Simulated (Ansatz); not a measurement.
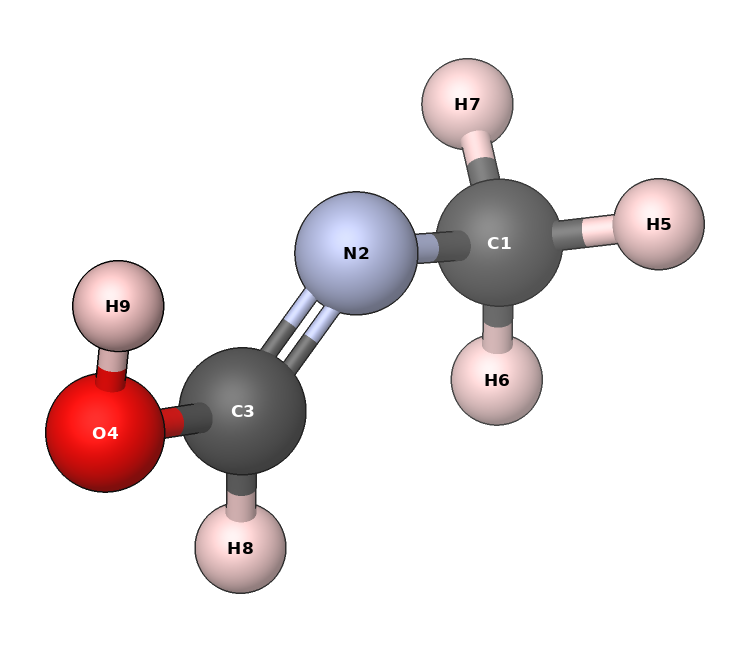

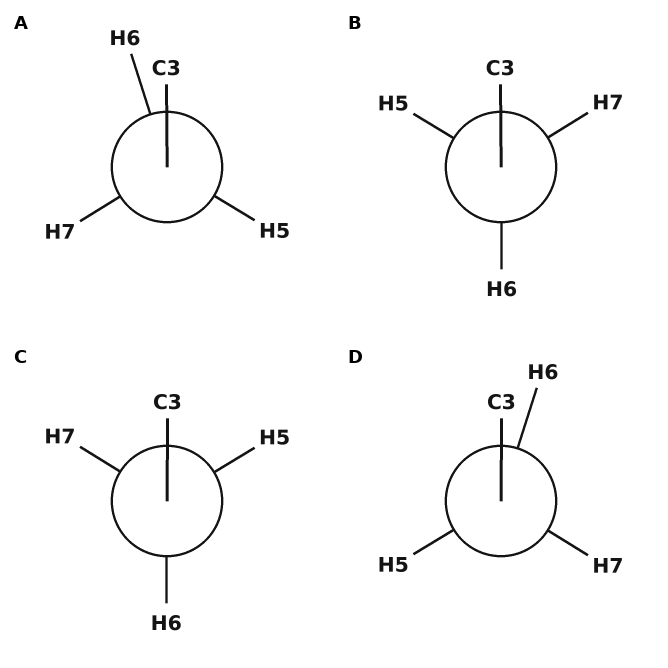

Atoms fade into the background with distance from the viewer. Bonds that would overlap in a projection are set slightly apart. The geometry was computed by an optimisation with PBE-D4/def2-SVP. No frequency run is at hand to confirm it as a minimum.

Which Newman projection shows the view along N2–C1, with N2 in front?

Answer. D. The torsion angle C3–N2–C1–H5 is −122°, anticlinal.
